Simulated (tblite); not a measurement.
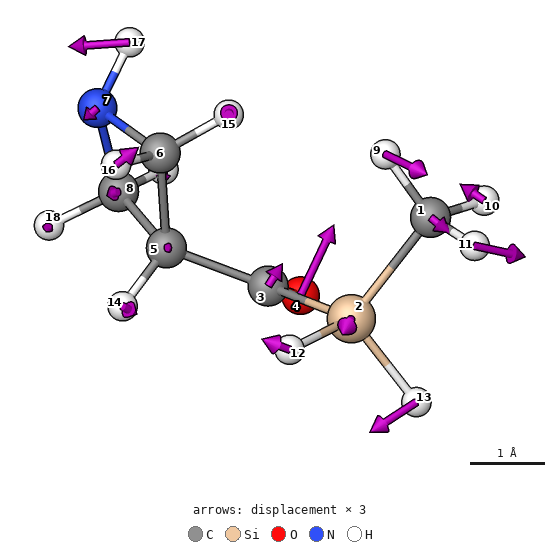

A relaxation of C5H11NOSi. The starting structure is drawn; purple arrows show the displacements, magnified 3 times. The two geometries are superimposed by the best rigid fit.

A ball-and-stick model, seen at a tilt.

The calculation used GFN2-xTB geometry optimisation, gas phase (tblite 0.8.0). 

**What did the optimiser do to the structure, and how much energy did it gain?**

The largest move after the best rigid fit is that of the O atom, 0.36 Å. Largest moves by element: O 0.36 Å, H 0.30 Å, Si 0.15 Å, C 0.13 Å, N 0.09 Å. Some distances before and after: C–Si 1.837 → 1.929 Å, C–Si 1.844 → 1.898 Å, C–C 1.485 → 1.535 Å, C–H 1.132 → 1.091 Å. Among the angles between lasting bonds that change: C–N–H 108.1° → 115.8°, C–Si–C 114.6° → 107.6°, C–C–H 118.5° → 112.1°. Over 75 geometry steps the energy falls by 45.7 kJ/mol. Cost: 0.46 s on 1 thread of Arm Neoverse V2, with other jobs on the host.
